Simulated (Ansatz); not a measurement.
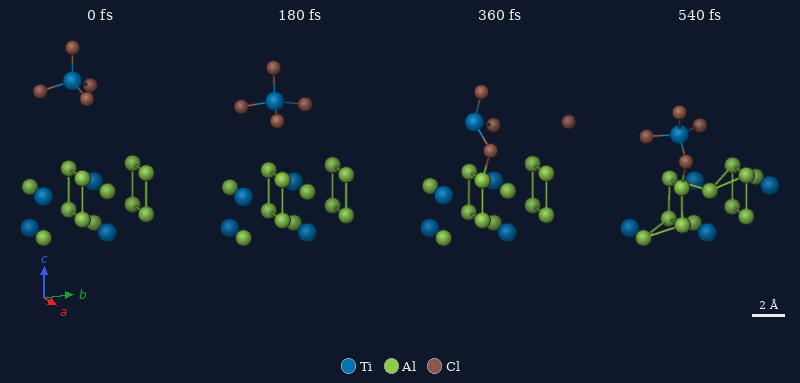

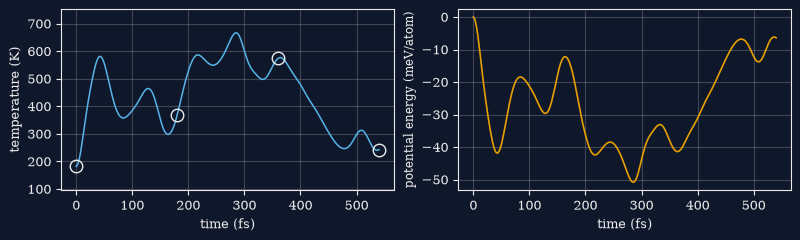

Molecular dynamics of TiCl4 on TiAl3(110) (21 atoms in the cell), 540 fs long. Frames and the history of the run. A ball-and-stick model of the simulation cell, with the vacuum cut short, seen slightly off an axis. Atoms that leave the cell re-enter on the other side. Bonds to atoms that aren't drawn are left out.

The calculation used Ansatz 0.2.0, DFT PBE-D3(BJ), scalar-relativistic, plane waves, PAW. Run with plane-wave cutoff 420 eV; k-point mesh 3 × 2 × 1; Fermi-Dirac smearing 0.15 eV; low-accuracy preset; 4 atoms held fixed; constant energy (NVE); time step 2 fs; at the start 5 atoms move with typed velocities and the others are at rest.

> What do the frames and curves show?

Over the second half the temperature averages 433 K (spread ±137 K). It is well above the start because potential energy is released as heat. The potential energy is still drifting at the end, so the run hasn't reached equilibrium. The potential energy in the second half lies on average 26.3 meV per atom below the first frame. Root-mean-square distances from the starting positions over the second half, with the common drift of all atoms taken out: Cl 3.08 Å, Ti 1.64 Å, Al 0.33 Å. Against the typical shortest distance between atoms in the first frame, about 2.7 Å, the Ti and Cl atoms wander away from their sites and keep going, while the Al atoms only vibrate. 5 of the 17 free atoms end more than three quarters of that spacing from the start. The total energy stays between −0.067 and 0 meV per atom of its start. A straight-line fit has a slope that amounts to +0.001 meV per atom over 540 fs (under 0.1 % of the mean kinetic energy), its mean offset in the second half is under 0.1 %, and the ripple about the line is under 0.1 % of the kinetic energy's fluctuation. With a drift under 2 % and a ripple under 7 %, the integration is accurate.

Limits of the set-up: the k-point mesh is coarse for a cell with partly filled bands; the program's low-accuracy preset was used; the periodic images lie only 5.4 Å apart, so the values are limited by the cell's size.

The run took 35 min on 2 threads of Arm Neoverse V2, with other jobs on the host, peak memory 1.5 GiB.

PAW datasets: the set soft_1.
